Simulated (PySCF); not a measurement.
## Two runs on Si₂NH₇

System: Si₂NH₇.
Method of run 1: RKS PBE-D4/def2-TZVPP, density fitting (PySCF 2.14.0).

The geometry comes from this level: PBE0-D4/def2-TZVP. Text and figures count atoms from 1; the logs count them from 0 in places.

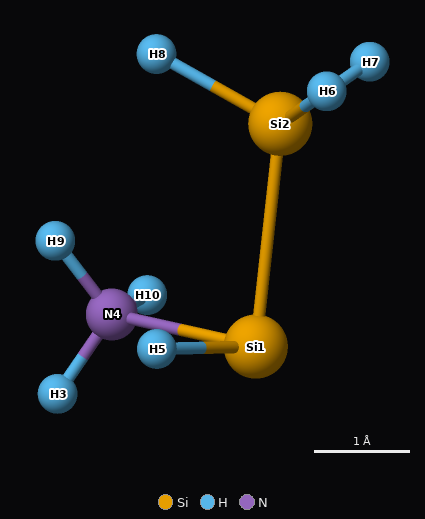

**Figure 1.** The structure (ball-and-stick view, seen at a tilt; atoms are numbered from 1 in the order of the input). Bond lengths as drawn: H–N 1.01 to 1.02 Å, H–Si 1.49 to 1.53 Å, N–Si 2.04 Å and Si–Si 2.38 Å.

## Input file, run 1
```python
import json, numpy as np
from pyscf import gto, scf, dft, mp, cc
EV, BOHR = 27.211386245988, 0.529177210903
mol = gto.M(atom="""
Si -1.089922 -0.984037 -0.002730
Si 1.113535 -0.712982 0.850976
H -1.775500 1.061869 -1.378678
N -0.861647 0.699280 -1.127005
H -1.628015 -0.101860 1.121157
H 1.252770 -1.248750 2.236557
H 2.182962 -1.366326 0.034749
H 1.516169 0.739178 0.905477
H -0.346388 1.426666 -0.638202
H -0.368610 0.484383 -1.987656
""", basis="def2-tzvpp", charge=0, spin=0, max_memory=8670, verbose=0)
def mean_field(mol, dm=None):
    mf = dft.RKS(mol, xc="pbe").density_fit()
    mf.conv_tol = 1e-9; mf.grids.level = 4
    mf.kernel(dm0=dm)
    if not mf.converged: mf = mf.newton().run(mf.mo_coeff, mf.mo_occ)
    assert mf.converged
    return mf
def d4(mol):
    from pyscf.dispersion.dftd4 import DFTD4Dispersion
    real = gto.M(atom=[(mol.atom_pure_symbol(i), mol.atom_coord(i)) for i in range(10)], unit='B', charge=mol.charge, spin=None, basis='def2-svp', verbose=0)
    r = DFTD4Dispersion(real, xc="pbe", atm=True).get_dispersion(grad=True); return r["energy"], r["gradient"]
def energy_and_gradient(mol, dm=None):
    mf = mean_field(mol, dm); e, g = d4(mol)
    return mf, (mf.e_tot + e) * EV, (mf.nuc_grad_method().kernel()[:10] + g) * EV / BOHR
out = {}
mf = mean_field(mol); e = d4(mol)[0]
out.update(energy=(mf.e_tot + e) * EV, converged=True, dispersion=e * EV)
out['s2'] = mf.spin_square()[0]; out['nelec'] = mol.nelec
print(f"Total energy {out['energy']:.6f} eV, <S^2> {out['s2']:.4f}")
json.dump(out, open("out.json", "w"), default=float)
```

Command:
```bash
OMP_NUM_THREADS=4 python run.py
```

Hardware: 4 threads of Arm Neoverse V1, 23 GiB of memory available, shared host.

## Output (run 1)
```
Total energy -17349.541397 eV, <S^2> 0.0000
```

For run 2 the input was changed thus:
```diff
-    mf = dft.RKS(mol, xc="pbe").density_fit()
+    mf = dft.RKS(mol, xc="pbe0").density_fit()
-    r = DFTD4Dispersion(real, xc="pbe", atm=True).get_dispersion(grad=True); return r["energy"], r["gradient"]
+    r = DFTD4Dispersion(real, xc="pbe0", atm=True).get_dispersion(grad=True); return r["energy"], r["gradient"]
```

What does this change do to the results?

The total energies belong to different models, so their difference says nothing on which is more stable or more accurate. The functional changes from PBE to PBE0.

## Output (run 2)
```
Total energy -17351.247001 eV, <S^2> 0.0000
```

## The two runs side by side

```tsv
quantity	run 1	run 2
outcome	converged	converged
total energy (hartree)	−637.583886	−637.646566
basis functions	213	213
wall time (shared host)	12 s	12 s
```
